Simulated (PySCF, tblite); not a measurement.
**C7H11PSi: geometry, infrared bands and NMR shifts**

Wanted: the infrared bands and NMR shifts of C7H11PSi (`Cc1ccc(P[SiH3])cc1`), by calculation.

The runs use tblite 0.8.0 and PySCF 2.14.0, with density-fitted response routines of our own; the level of theory stands in each step. All values are computed, except where a source is named. Atoms are numbered from 0 throughout.

**1. Starting geometry**

20 atoms, charge 0, multiplicity 1; geometry from: force field or distance geometry start.

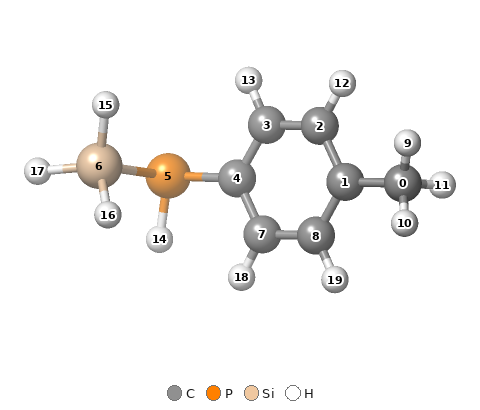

The starting geometry (carbon grey, phosphorus orange, silicon light orange, hydrogen white), atoms numbered.

**2. Optimising the geometry with GFN2-xTB**

Job settings and geometry (Å):

```
{"job": {"kind": "relax", "xc": "GFN2-xTB", "basis": "xTB"}, "charge": 0, "multiplicity": 1}
C     -3.368500    -0.114500     0.043600
C     -1.905500    -0.076700    -0.226100
C     -1.168400    -1.275200    -0.338600
C      0.192000    -1.236200    -0.626200
C      0.864800    -0.027200    -0.768100
P      2.640300    -0.004500    -1.143400
Si     3.459800    -0.082000     0.924500
C      0.139700     1.168600    -0.672100
C     -1.232200     1.132900    -0.399300
H     -3.654000    -0.987200     0.649100
H     -3.696500     0.774200     0.600600
H     -3.927600    -0.151100    -0.901100
H     -1.681100    -2.230400    -0.219400
H      0.730000    -2.188400    -0.715700
H      2.817900     1.393500    -1.333900
H      3.165600    -1.411000     1.540000
H      2.854400     1.002700     1.744800
H      4.926700     0.115300     0.865200
H      0.615600     2.131800    -0.808600
H     -1.778200     2.076000    -0.326800
```

Run with:

```console
> OMP_NUM_THREADS=1 python probes_run.py task.json out
```

The driver reads the jobs from task.json and runs them one after another.

**Question.** This job is followed by: GFN2-xTB harmonic vibrations, gas phase; GIAO PBE0/pcSseg-1 NMR shielding, non-relativistic, gas phase. What will the session give for the following? strongest single infrared mode (GFN2-xTB); zero-point energy (GFN2-xTB); 13C shifts against TMS (PBE0/pcSseg-1, means over atoms taken as alike); 1H shifts against TMS (PBE0/pcSseg-1, means over atoms taken as alike); 31P shifts against H3PO4 (PBE0/pcSseg-1); 29Si shifts against TMS (PBE0/pcSseg-1); surface potential, least and greatest.

As calculated:

| quantity | value |
| --- | --- |
| strongest single infrared mode (GFN2-xTB) | 750 cm⁻¹, 543 km/mol |
| zero-point energy (GFN2-xTB) | 93.0 kcal/mol |
| 13C shifts against TMS (PBE0/pcSseg-1, means over atoms taken as alike) | 142.4, 138.6, 135.2, 134.8, 23.9 ppm |
| 1H shifts against TMS (PBE0/pcSseg-1, means over atoms taken as alike) | 7.65, 7.39, 3.98, 3.36, 2.45 ppm |
| 31P shifts against H3PO4 (PBE0/pcSseg-1) | -171.5 ppm |
| 29Si shifts against TMS (PBE0/pcSseg-1) | -71.8 ppm |
| surface potential, least and greatest | -0.97 V and 0.90 V |

**Reading.** The optimisation took 72 steps and gained 0.102 eV; among the close pairs (by a distance rule), Si6–H15 changed most, from 1.494 to 1.463 Å. All 54 modes are real, so the xTB geometry is a minimum. The strongest single mode, at 750 cm⁻¹, moves mainly H15 and H17. Unscaled tight-binding wavenumbers are off by several per cent, some by more. Its intensities can rank the bands wrongly. At PBE0/pcSseg-1: The widest tensor belongs to P5: span 308 ppm, with a paramagnetic part of -478 ppm. NICS(1)zz of -27 ppm above the planar ring from C1 marks a diatropic (aromatic) ring current. By nearest atom (PBE0/pcSseg-1), the HOMO sits on P5 31 %; C1, C4 about 14 % each and the LUMO on C1, C4 about 21 % each; C3, C7 about 8 % each.
